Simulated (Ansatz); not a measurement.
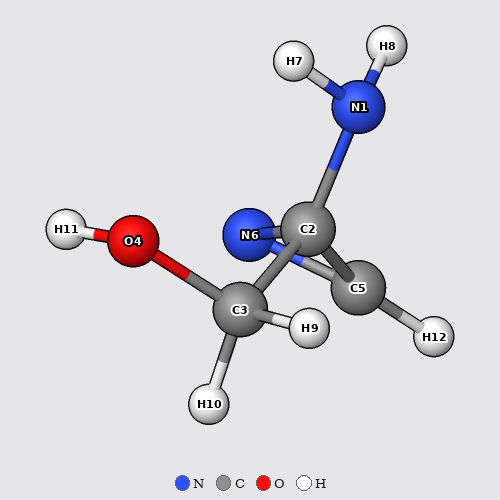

The system is C₃H₆N₂O (SMILES NC1(CO)C=N1) with the probe F-; the picture shows it without the atoms that are moved over the map. 
- The probe is moved over a plane parallel to the molecule's main plane, 4.25 Å above it.
- The first coordinate is: x of the probe's F atom; the second: y of the probe's F atom.
- Nothing is relaxed (molecule and probe rigid).
- Grid: 13 × 11 points.
- Points are written as (first, second).
- Energies: cm⁻¹, counted from molecule and probe far apart, each relaxed in its own basis (no counterpoise correction).
- Theory: Ansatz, RHF/def2-SVPD.

Range: x of the probe's F atom from −3.84 to 3.84 Å; y of the probe's F atom from −3.20 to 3.20 Å.

Question: What landscape does the calculation give?

Answer: The lowest grid point is at (−1.92 Å, 1.28 Å) [nearest 1 H at 3.14 Å], −1477 cm⁻¹ from molecule and probe far apart, each relaxed in its own basis (no counterpoise correction). The energy also falls towards the edge at (0.00 Å, −3.20 Å) [nearest 2 H at 3.98 Å] (587 cm⁻¹ above the lowest), where a further well may lie outside the range. The highest grid point, (1.92 Å, 1.28 Å) [nearest 1 N at 3.67 Å], lies 3033 cm⁻¹ above the lowest. On the interpolated surface the easiest way out of the lowest well to the well at about (0.05 Å, −2.93 Å) passes a barrier of about 650 cm⁻¹. Near the minimum the curvatures are about 0.07 and 0.13 eV/Å² along the soft and the stiff direction.

```tsv
y of the probe's F atom ↓, x of the probe's F atom →	−3.84	−3.20	−2.56	−1.92	−1.28	−0.64	0.00	0.64	1.28	1.92	2.56	3.20	3.84
3.20	−349	−538	−667	−664	−489	−161	241	616	877	987	959	838	673
2.56	−464	−741	−951	−980	−755	−304	257	773	1118	1245	1182	1007	788
1.92	−547	−917	−1219	−1293	−1029	−457	261	913	1335	1466	1361	1129	862
1.28	−555	−985	−1357	−1477	−1206	−571	236	969	1430	1556	1420	1154	861
0.64	−466	−897	−1285	−1438	−1209	−618	153	858	1303	1424	1294	1042	766
0.00	−307	−688	−1043	−1215	−1076	−629	−18	558	937	1061	981	794	578
−0.64	−142	−456	−765	−956	−929	−667	−262	143	432	560	551	456	329
−1.28	−21	−285	−562	−777	−851	−752	−532	−283	−80	48	103	102	65
−1.92	43	−188	−448	−682	−827	−846	−761	−631	−495	−372	−272	−204	−168
−2.56	67	−139	−380	−615	−794	−884	−889	−838	−751	−640	−522	−416	−336
−3.20	74	−106	−318	−534	−715	−836	−890	−888	−837	−748	−637	−526	−431
```

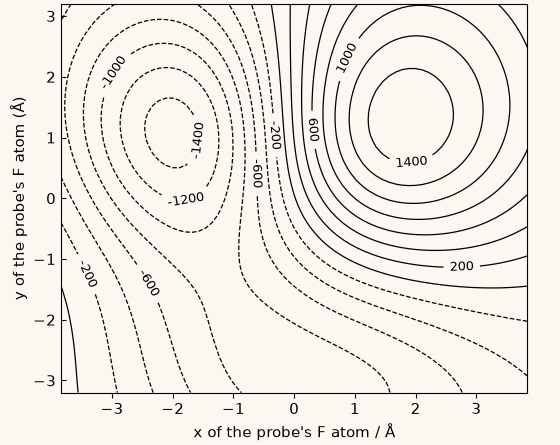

Drawn: contour lines labelled in cm⁻¹. Between grid points the surface is interpolated.

Each point was launched as `ansatz run input.yaml --threads 1 --pin off --max-ram 2560MiB --backend cpu --events-out ev --progress --plain --runs-dir out`. The whole map (143 points run) took 30 min on 1 thread of Arm Neoverse V2 (shared host).
